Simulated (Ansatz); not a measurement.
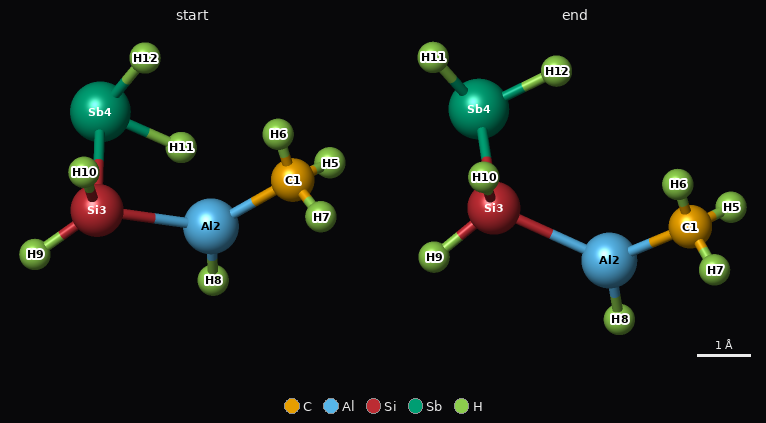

The two relaxed end points of a path for CH₈AlSbSi. The picture is a ball-and-stick view, seen face on.

Method: RKS PBE0-D4/def2-SVP (Ansatz).

Input file:
```yaml
crystal:
  periodic: [false, false, false]
  atoms:
    - { symbol: C, position_ang: [-0.976113, 1.725123, 0.172983] }
    - { symbol: Al, position_ang: [-0.868602, -0.091998, -0.552028] }
    - { symbol: Si, position_ang: [1.276845, -1.038002, -1.12633] }
    - { symbol: Sb, position_ang: [0.930487, -1.862224, 1.352169] }
    - { symbol: H, position_ang: [-1.764904, 1.815056, 0.937457] }
    - { symbol: H, position_ang: [-0.023766, 2.050864, 0.620475] }
    - { symbol: H, position_ang: [-1.220465, 2.437693, -0.634151] }
    - { symbol: H, position_ang: [-2.120807, -1.00828, -0.912945] }
    - { symbol: H, position_ang: [1.44421, -2.280638, -1.941241] }
    - { symbol: H, position_ang: [2.56787, -0.28382, -1.099648] }
    - { symbol: H, position_ang: [-0.691918, -1.155957, 1.275591] }
    - { symbol: H, position_ang: [1.524265, -0.362915, 1.941769] }
basis:
  gaussian: { orbitals: def2-SVP }
hamiltonian:
  xc: pbe0
  dispersion: d4
neb:
  order_check: false
  images: 9
  f_tol: 0.05
  max_iterations: 60
  initial_path: idpp
  final_atoms:
    - { symbol: C, position_ang: [-1.158595, 2.06820127, -0.14743126] }
    - { symbol: Al, position_ang: [-1.11584752, 0.22487597, -0.81188766] }
    - { symbol: Si, position_ang: [0.94000713, -1.09776886, -0.71801542] }
    - { symbol: Sb, position_ang: [0.9330905, -2.45044646, 1.51492172] }
    - { symbol: H, position_ang: [-1.89381033, 2.16381201, 0.67156422] }
    - { symbol: H, position_ang: [-0.18571077, 2.42537027, 0.22559015] }
    - { symbol: H, position_ang: [-1.4915933, 2.75933244, -0.94310829] }
    - { symbol: H, position_ang: [-2.46260729, -0.46653185, -1.32990093] }
    - { symbol: H, position_ang: [1.05557755, -2.13559499, -1.79644387] }
    - { symbol: H, position_ang: [2.18379825, -0.25916409, -0.76569638] }
    - { symbol: H, position_ang: [2.62785491, -2.27028321, 1.70941903] }
    - { symbol: H, position_ang: [0.64493787, -1.01690051, 2.42508968] }
```

Run as
```bash
ansatz run input.yaml --threads 2 --pin off --max-ram 3072MiB --backend cpu --events-out ev --progress --plain --runs-dir out
```

Question: What barrier does the band find between them, and by what path?

Answer: The energy climbs by 1.05 eV to image 5 and then falls by 0.88 eV, so the end point sits at +0.17 eV. The motion is an umbrella inversion at Sb4. No bond forms or breaks between the ends. Bond angles that change up to the highest image, for instance: Si3–Sb4–H11 87.4° → 127.6°, Si3–Sb4–H12 90.3° → 125.9°. The band converged in 15 iterations. The largest component of the band force went from 3.2 to 0.038 eV/Å. The climbing image converged on the top of the path. Its vibrational analysis gives one imaginary mode (460i cm⁻¹), as a transition state must have.

Energies of the converged images:

```csv
image,path (Å),E (eV)
0,0.00,0.000
1,0.60,0.043
2,1.21,0.079
3,1.81,0.090
4,2.41,0.488
5,3.02,1.054
6,4.05,0.513
7,5.09,0.306
8,6.13,0.228
9,7.16,0.176
10,8.20,0.172
```

The geometry at the top of the path:

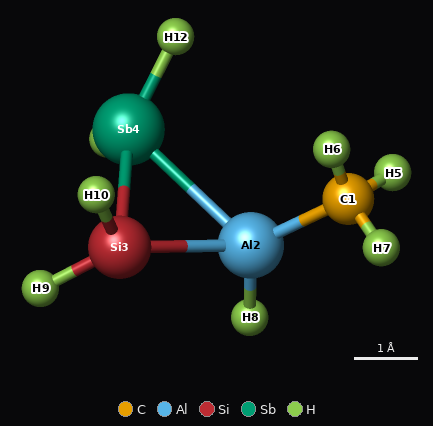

Cost: 7.6 min on 2 threads of Intel(R) Xeon(R) Platinum 8375C CPU @ 2.90GHz (Ice Lake), on a shared host, peak memory 0.32 GiB.
